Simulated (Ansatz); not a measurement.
## Electronic structure of FH3NSi (SMILES [NH2+]=[SiH]F) (charge +1) in real space

The calculation's input:

```
crystal:
  periodic: [false, false, false]
  atoms:
    - {symbol: F, position_ang: [-0.962274, 0.839143, 0.170217]}
    - {symbol: N, position_ang: [-2.754522, 2.717950, 1.042093]}
    - {symbol: Si, position_ang: [-1.950062, 1.315716, 1.283734]}
    - {symbol: H, position_ang: [-2.651973, 3.298274, 0.213400]}
    - {symbol: H, position_ang: [-3.414870, 3.100586, 1.713729]}
    - {symbol: H, position_ang: [-2.099911, 0.487277, 2.472778]}
basis:
  gaussian:
    orbitals: def2-TZVPD
hamiltonian:
  xc: {name: PBE0}
total_charge: 1
output:
  forces: true
  orbitals: {seedname: orbitals}
```

Command:

```sh
ansatz run input.yaml --threads 1 --pin off --max-ram 2610MiB --events-out events.jsonl --progress --plain --runs-dir runs
```

Geometry: B3LYP-D3(BJ)/6-311G**.

These are results of isolated molecule in a Gaussian basis; Kohn-Sham density functional theory, functional PBE0 in Ansatz, not measurements.

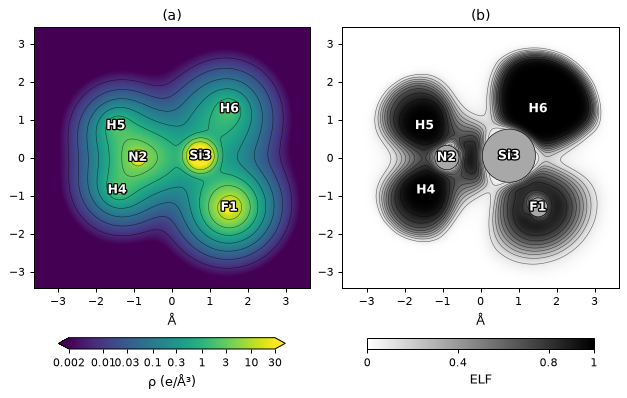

Figure 1. (a) total electron density; (b) ELF on the molecular plane. Grey discs cover the atomic cores in the ELF map.

Q: What does the map show?

A: Atoms in the plane: F, N, Si and H. Si–F (1.56 Å): the density is about 1.3 e/Å³ at the midpoint; the ELF peaks at about 0.80 in the valence shell of F, 0.5 Å from its nucleus, and is about 0.50 at the midpoint. Si–N (1.63 Å): ρ at the midpoint is about 1.3 e/Å³; the ELF peaks at about 0.90 between the atoms (a polar covalent bond). N–H (1.02 Å): ρ at the midpoint is about 2.9 e/Å³; the ELF climbs to about 1 towards the hydrogen, as it does in any bond to H (a covalent bond by its length). Si–H (1.46 Å): ρ at the midpoint is about 0.93 e/Å³; the ELF climbs to about 1 towards the hydrogen. The ELF also peaks beside F1, away from the bonds: lone-pair regions.

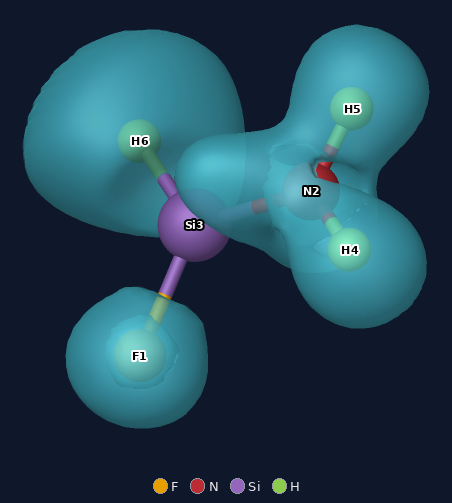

Figure 2. Isosurface of the ELF at 0.75 (cyan), seen at an oblique angle. Only the valence region is drawn (cores and ρ < 0.01 e/Å³ removed).

Q: What do the ELF domains correspond to?

A: At this value the surface marks out one region around a hydrogen nucleus, one region wrapped around F (its lone pairs, merged into a ring or cap) and one joined region spread over several atoms (H, N, Si), in which their bonds and any lone pairs are merged.

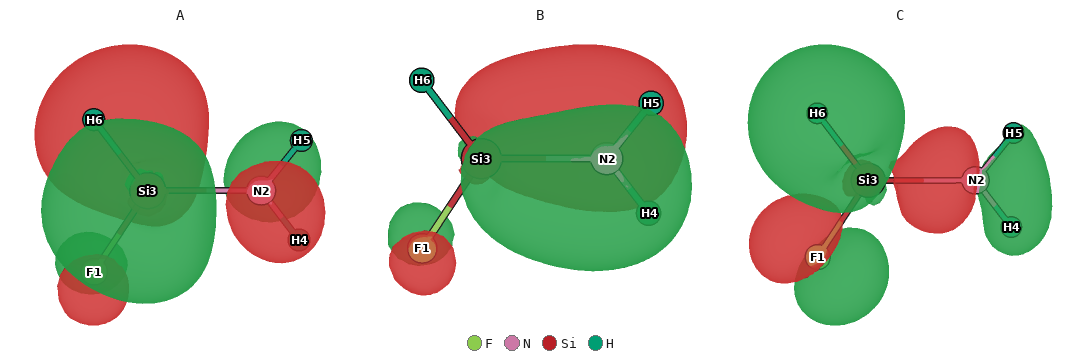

Figure 3. Three frontier orbitals at ±0.1 Å⁻³ᐟ² (green and red are the two phases), in no order.

Q: Order the three orbitals by energy and name them.

A: C is the HOMO−1 (−18.00 eV). Its weight (Hirshfeld) is mainly on Si3 (about 30 %), H6 (about 30 %), F1 (about 25 %) and N2 (about 10 %); it is symmetric in the molecular plane (an in-plane orbital: σ, lone-pair or in-plane π type). B is the HOMO (−15.61 eV). Its weight (Hirshfeld) is mainly on N2 (about 65 %) and Si3 (about 20 %); it changes sign across the molecular plane (π type); π-bonding across N2–Si3. A is the LUMO (−7.76 eV). It lies mainly on Si3 (about 70 %), N2 (about 15 %), H6 (about 10 %) and F1 (about 5 %); it changes sign across the molecular plane (π type).

Q: What is the HOMO–LUMO gap?

A: 7.85 eV between the orbital energies.
